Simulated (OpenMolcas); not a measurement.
# One shape, several levels: CH3ClF2Si (SMILES C[Si](F)(F)Cl)

Wanted: a comparison of 6 runs (HF/3-21G, B3LYP/6-31G*, BHLYP/def2-SVP, PBE/def2-SVP, SVWN5/def2-SVP, CCSD(T)/def2-SVP) of CH3ClF2Si. 

Program for the calculation: OpenMolcas 26.06.

1 further run of the same task is left out (set aside as unsound or not needed).

## Step 1: The structure to begin with

CH3ClF2Si: 8 atoms, total charge 0, spin state singlet. SMILES: `C[Si](F)(F)Cl`. Geometry: relaxed at PBE0-D4/def2-TZVP.

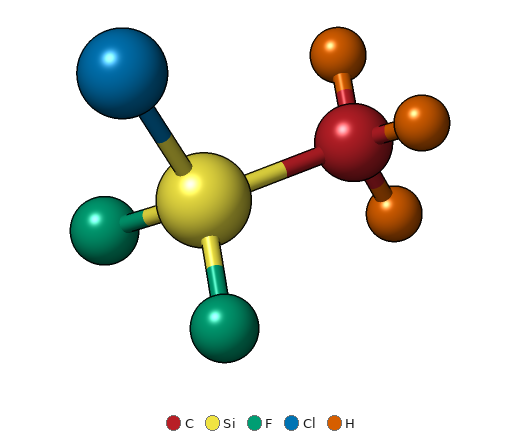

The structure, seen from a chosen angle (carbon red, silicon yellow, fluorine teal, chlorine blue, hydrogen orange).

## Step 2: Energy and gradient at HF/3-21G (run 1)

File geom.xyz:

```xyz
8

C     -0.808500    -0.299000     0.512200
Si     0.690600     0.151400    -0.439200
F      1.987000    -0.472300     0.219100
F      0.616200    -0.415600    -1.914200
Cl     0.963100     2.158500    -0.560900
H     -0.917100    -1.385400     0.549800
H     -0.740200     0.080400     1.533400
H     -1.698800     0.124800     0.044100
```

File test.input:

```
>>> EXPORT MOLCAS_PRINT=2

&gateway
  baslib=$CurrDir
  coord=geom.xyz
  basis=3-21G
  group=NoSym

&seward

&scf
  thresholds=1e-10 1e-07 1e-07 1e-05
  prorbitals=0

&alaska
```

The basis set 3-21G is read from a file made from the Basis Set Exchange's data (not shown).

Started as:

```sh
$ export MOLCAS_MEM=1860
$ pymolcas test.input > test.log
```

Standard output:

```text
--- Start Module: gateway ---
[...]
--- Stop Module: gateway /rc=_RC_ALL_IS_WELL_ ---
[...]
      Basis functions           59
[...]
--- Start Module: scf ---
[...]
       Convergence after  12 Iterations
[...]
::    Total SCF energy                               -982.0979214218
[...]
      Total spin, S                                     0.0000000000
[...]
      Total electronic charge=   58.000000
      Total            charge=   -0.000000
[...]
      Dipole Moment (debye):
      Origin of the operator (angstrom)=    0.7707    0.5007   -0.4813
                   X= -2.5648E+00               Y= -1.2739E+00               Z=  1.6136E+00           Total=  3.2870E+00
      Quadrupole Moment (debye*angstrom):
[...]
--- Stop Module: scf /rc=_RC_ALL_IS_WELL_ ---
--- Start Module: alaska ---
[...]
 *              Molecular gradients               *
 **************************************************
  Irreducible representation: a
 ------------------------------------------------------------------------------------------
                              X                       Y                       Z
 ------------------------------------------------------------------------------------------
  C1                9.70411369468849E-03   -4.81014636291466E-04   -6.27640918419292E-03
  SI2               1.89962441738958E-02    1.85649050240535E-02   -1.18243111203684E-02
  F3               -2.37995750002575E-02    1.15867005703958E-02   -8.55915566369703E-03
  F4               -1.82486132260573E-03    1.07098790471500E-02    2.57269883484028E-02
  CL5              -4.30409367432816E-03   -4.08124272268680E-02    1.67915460983514E-03
  H6                1.03563857180822E-03   -5.71094938022387E-03   -8.36556698538216E-04
  H7                2.71875418212414E-03    2.94606245289253E-03    4.13259389923937E-03
  H8               -2.52622062529584E-03    3.19684414888011E-03   -4.04230419067741E-03
[...]
--- Stop Module: alaska /rc=_RC_ALL_IS_WELL_ ---
[...]
```

Wall time 2 s (1 thread of Intel Xeon 6975P-C (Granite Rapids), shared host); peak memory 0.39 GiB.

## Step 3: Energy and forces at B3LYP/6-31G(d) (Cartesian functions) (run 2)

File calc.input:

```
&GATEWAY
  BasLib
  $CurrDir
  BasisSet
  C.6-31Gs....
  C1 -0.808500 -0.299000 0.512200 angstrom
  End of Basis
  BasisSet
  Si.6-31Gs....
  Si2 0.690600 0.151400 -0.439200 angstrom
  End of Basis
  BasisSet
  F.6-31Gs....
  F3 1.987000 -0.472300 0.219100 angstrom
  F4 0.616200 -0.415600 -1.914200 angstrom
  End of Basis
  BasisSet
  Cl.6-31Gs....
  Cl5 0.963100 2.158500 -0.560900 angstrom
  End of Basis
  BasisSet
  H.6-31Gs....
  H6 -0.917100 -1.385400 0.549800 angstrom
  H7 -0.740200 0.080400 1.533400 angstrom
  H8 -1.698800 0.124800 0.044100 angstrom
  End of Basis

&SEWARD
  GridInput
  Grid=UltraFine
  End of Grid

&SCF
  KSDFT
  B3LYP
  Thresholds
  1e-10 1e-07 1e-07 1e-05
  PrOrbitals
  1 2

&ALASKA
```

The basis set 6-31G* is read from a file made from the Basis Set Exchange's data (not shown).

Started as:

```sh
$ export MOLCAS_MEM=1860
$ pymolcas calc.input > calc.log
```

Standard output:

```text
--- Start Module: gateway ---
[...]
--- Stop Module: gateway /rc=_RC_ALL_IS_WELL_ ---
[...]
      Basis functions           89
[...]
--- Start Module: scf ---
[...]
       Convergence after  13 Iterations
[...]
::    Total KS-DFT energy                            -989.4809348123
[...]
      Total spin, S                                     0.0000000000
[...]
      Total electronic charge=   58.000000
      Total            charge=   -0.000000
[...]
      Dipole Moment (debye):
      Origin of the operator (angstrom)=    0.7707    0.5007   -0.4813
                   X= -1.9168E+00               Y= -7.0942E-01               Z=  1.2122E+00           Total=  2.3764E+00
      Quadrupole Moment (debye*angstrom):
[...]
--- Stop Module: scf /rc=_RC_ALL_IS_WELL_ ---
[...]
--- Start Module: alaska ---
[...]
 *              Molecular gradients               *
 **************************************************
  Irreducible representation: a
 ------------------------------------------------------------------------------------------
                              X                       Y                       Z
 ------------------------------------------------------------------------------------------
  C1                2.63052195632341E-03   -2.64107408441738E-04   -1.72703617574754E-03
  SI2               4.73946974608985E-03   -4.00919770931374E-04   -3.14578179436076E-03
  F3               -1.14692175505731E-02    5.29292876178822E-03   -6.21133907535132E-03
  F4                1.01491996345970E-03    4.80047074326251E-03    1.32844350486216E-02
  CL5              -8.77676228212110E-04   -1.06091278758953E-02    2.81398859976134E-04
  H6                7.72012465249938E-04    1.77919351061817E-03   -4.42923898610004E-04
  H7                8.22720071863181E-04   -2.66317373532221E-04   -2.20700106956428E-03
  H8                2.36724957571521E-03   -3.32120586888696E-04    1.68248104931212E-04
[...]
--- Stop Module: alaska /rc=_RC_ALL_IS_WELL_ ---
[...]
```

Wall time 21 s (1 thread of Intel Xeon 6975P-C (Granite Rapids), shared host); peak memory 0.49 GiB.

Runs 3 to 4 aren't shown in full; the table further down has their settings and results.

## Step 4: Energy and gradient at SVWN5/def2-SVP (run 5)

File job.input:

```
>>> EXPORT MOLCAS_PRINT=2

&GATEWAY
 BASLIB=$CurrDir
 COORD
 8
 bohr
 C     -1.52784357    -0.56502811     0.96791772
 Si     1.30504486     0.28610454    -0.82996771
 F      3.75488581    -0.89251765     0.41403899
 F      1.16444924    -0.78537018    -3.61731375
 Cl     1.81999523     4.07897384    -1.05994738
 H     -1.73306783    -2.61802657     1.03897142
 H     -1.39877528     0.15193398     2.89770604
 H     -3.21026674     0.23583782     0.08333692
 BASIS=def2-SVP
 GROUP=NoSym

&SEWARD
 GRIDINPUT
 Grid=UltraFine
 End of Grid

&SCF
 KSDFT=SVWN5
 THRESHOLDS=1e-10 1e-07 1e-07 1e-05
 PRORBITALS=1 2

&ALASKA
```

The basis set def2-SVP is read from a file made from the Basis Set Exchange's data (not shown).

Started as:

```sh
$ export MOLCAS_MEM=1860
$ pymolcas job.input > job.log
```

Standard output:

```text
--- Start Module: gateway ---
[...]
--- Stop Module: gateway /rc=_RC_ALL_IS_WELL_ ---
[...]
      Basis functions           93
[...]
--- Start Module: scf ---
[...]
       Convergence after  16 Iterations
[...]
::    Total KS-DFT energy                            -984.7832674519
[...]
      Total spin, S                                     0.0000000000
[...]
      Total electronic charge=   58.000000
      Total            charge=   -0.000000
[...]
      Dipole Moment (debye):
      Origin of the operator (angstrom)=    0.7707    0.5007   -0.4813
                   X= -1.8636E+00               Y= -3.7164E-01               Z=  1.1871E+00           Total=  2.2406E+00
      Quadrupole Moment (debye*angstrom):
[...]
--- Stop Module: scf /rc=_RC_ALL_IS_WELL_ ---
[...]
--- Start Module: alaska ---
[...]
 *              Molecular gradients               *
 **************************************************
  Irreducible representation: a
 ------------------------------------------------------------------------------------------
                              X                       Y                       Z
 ------------------------------------------------------------------------------------------
  C1               -1.11419790137948E-02   -3.26722088868037E-03    7.04395435414806E-03
  SI2               1.62650429699491E-02   -1.06526672013620E-02   -1.08252338858144E-02
  F3               -1.54800973936524E-02    7.33813990017396E-03   -7.65202387055908E-03
  F4                7.04554100853017E-04    6.69554855435983E-03    1.76070167655418E-02
  CL5              -3.15168959976742E-04   -2.81507422433691E-03    1.27776293951776E-04
  H6                1.11555651018236E-03    1.16048542109812E-02   -3.70912657610245E-04
  H7               -7.82064194692234E-04   -4.21113359161551E-03   -1.10443765198154E-02
  H8                9.63415598133377E-03   -4.69244675955860E-03    5.11379952022328E-03
[...]
--- Stop Module: alaska /rc=_RC_ALL_IS_WELL_ ---
[...]
```

Run time: 16 s. Hardware: 1 thread of Intel Xeon 6975P-C (Granite Rapids), shared host; peak memory 0.51 GiB.

## Step 5: The energy at CCSD(T)/def2-SVP (run 6)

File run.input:

```
&gateway
 baslib
 $CurrDir
 coord
 8
 angstrom
 C       -0.808500      -0.299000       0.512200
 Si       0.690600       0.151400      -0.439200
 F        1.987000      -0.472300       0.219100
 F        0.616200      -0.415600      -1.914200
 Cl       0.963100       2.158500      -0.560900
 H       -0.917100      -1.385400       0.549800
 H       -0.740200       0.080400       1.533400
 H       -1.698800       0.124800       0.044100
 basis
 def2-SVP
 group
 NoSym

&seward

&scf
 thresholds
 1e-10 1e-07 1e-07 1e-05
 prorbitals
 1 2

&rasscf
 fileorb
 $Project.ScfOrb
 spin
 1
 nactel
 0 0 0
 inactive
 29
 ras2
 0
 outorbitals
 Canonical
 orblisting
 Nothing

&motra
 jobiph
 frozen
 13

&ccsdt
 cct
 triples
 2
 iterations
 80
 accuracy
 1e-08
 extrapolation
 5 4
```

The basis set def2-SVP is read from a file made from the Basis Set Exchange's data (not shown).

Started as:

```sh
$ export MOLCAS_MEM=1860
$ pymolcas run.input > run.log
```

Standard output:

```text
--- Start Module: gateway ---
[...]
--- Stop Module: gateway /rc=_RC_ALL_IS_WELL_ ---
[...]
      Basis functions           93
[...]
       Convergence after  13 Iterations
[...]
::    Total SCF energy                               -986.6980594681
[...]
      Total spin, S                                     0.0000000000
[...]
      Number of active orbitals                  0
[...]
      Spin quantum number                      0.0
[...]
      Active orbitals                            0
[...]
      Number of CSFs                             1
[...]
      Number of root(s) required                 1
[...]
      Convergence after  4 iterations
[...]
      Natural orbitals and occupation numbers for root  1
      ************************************************************************************************************************
      *                                                    Final results                                                     *
      ************************************************************************************************************************
[...]
::    RASSCF root number  1 Total energy:   -986.69805947
[...]
      Total electronic charge=   58.000000
      Total            charge=   -0.000000
[...]
      Dipole Moment (debye):
      Origin of the operator (angstrom)=    0.7707    0.5007   -0.4813
                   X= -2.0635E+00               Y= -3.4140E-01               Z=  1.3162E+00           Total=  2.4712E+00
      Quadrupole Moment (debye*angstrom):
[...]
--- Start Module: motra ---
[...]
      *** WARNING: Default frozen orbitals is overwritten by user input.
      *** Default values:  10
[...]
--- Stop Module: motra /rc=_RC_ALL_IS_WELL_ ---
[...]
--- Start Module: ccsdt ---
[...]
      Convergence after                    14  Iterations
      Total energy (diff) :    -987.46817908      -0.00000000
[...]
 METHOD                       : CCSD+T(CCSD)+<T3(1)WT1> = CCSD(T)
[...]
       CCSD     =      -987.4681790750971
[...]
--- Stop Module: ccsdt /rc=_RC_ALL_IS_WELL_ ---
[...]
```

It took 63 s on 1 thread of Intel Xeon 6975P-C (Granite Rapids), shared host; peak memory 0.51 GiB.

## Step 6: All runs side by side

```tsv
run	level	Cartesian functions	integration grid	energy (Eh)	dipole moment (D) of the reference	HOMO energy (eV)	LUMO energy (eV)	wall time
1	HF/3-21G	no	–	-982.097921	3.29	-13.21	5.01	2 s
2	B3LYP/6-31G* (Cartesian functions)	yes	UltraFine	-989.480935	2.38	-9.22	1.11	21 s
3	BHLYP/def2-SVP	no	UltraFine	-988.964976	2.36	-10.81	2.09	23 s
4	PBE/def2-SVP	no	UltraFine	-988.470699	2.17	-7.97	0.46	22 s
5	SVWN5/def2-SVP	no	UltraFine	-984.783267	2.24	-8.06	0.29	16 s
6	CCSD(T)/def2-SVP	no	–	-987.482762	2.47	-13.00	4.32	63 s
```

## Step 7: Outcome

| quantity | value |
| --- | --- |
| run 6: total energy | -987.48276 Eh |
| run 6: dipole moment (mean-field density) | 2.47 D |
| run 6: HOMO energy (Hartree–Fock orbitals) | -13.00 eV |
| run 6: LUMO energy (Hartree–Fock orbitals) | 4.32 eV |
| run 6: HOMO–LUMO gap (Hartree–Fock orbitals) | 17.32 eV |
| run 6: correlation energy (13 core orbitals frozen) | -784.7 mEh |
| run 6: (T) correction | -14.58 mEh |

Over runs 1, 2, 3, 4, 5 the dipole moment (its size) runs from 2.17 D (PBE/def2-SVP) to 3.29 D (HF/3-21G). The two ends differ in method and basis. Over runs 1, 2, 3, 4, 5 the HOMO–LUMO gap runs from 8.36 eV (SVWN5/def2-SVP) to 18.23 eV (HF/3-21G). Totals of different functionals can't be ranked against each other. All runs together took 2.5 min, the longest 63 s.
